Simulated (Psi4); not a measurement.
## CH3Cl2Ga (SMILES [CH3][Ga]([Cl])[Cl]): the HOMO–LUMO gap, rung by rung

CH3Cl2Ga has 7 atoms, charge 0, and is taken as a singlet. SMILES: `[CH3][Ga]([Cl])[Cl]`. Geometry: optimised at PBE0/def2-TZVP.

Quantity: the HOMO–LUMO gap, in eV. The values are calculated.

```
                                 level                    kind  program  value (eV)  CPU time
   PBE-D4/def2-TZVPP (density fitting)                     GGA     Psi4        5.48      47 s
r2SCAN-D4/def2-TZVPP (density fitting)                meta-GGA     Psi4        6.06      69 s
 B3LYP-D4/def2-TZVPP (density fitting)           global hybrid     Psi4        7.07      41 s
  PBE0-D4/def2-TZVPP (density fitting)           global hybrid     Psi4        7.60      32 s
  wB97M-V/def2-TZVPP (density fitting)  range-separated hybrid     Psi4       11.57   1.9 min
```

All-electron rows without a relativistic Hamiltonian named are non-relativistic. The values span 5.48 to 11.57 eV. Orbital gaps aren't excitation energies; they tend to grow with the share of exact exchange. CPU times are rough (shared hosts, several kinds of processor): they show what a rung costs within a factor of a few.

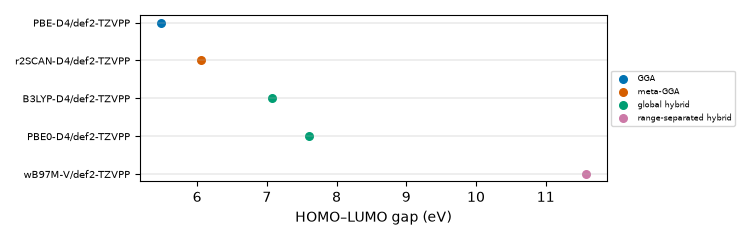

The values of the table, level by level.
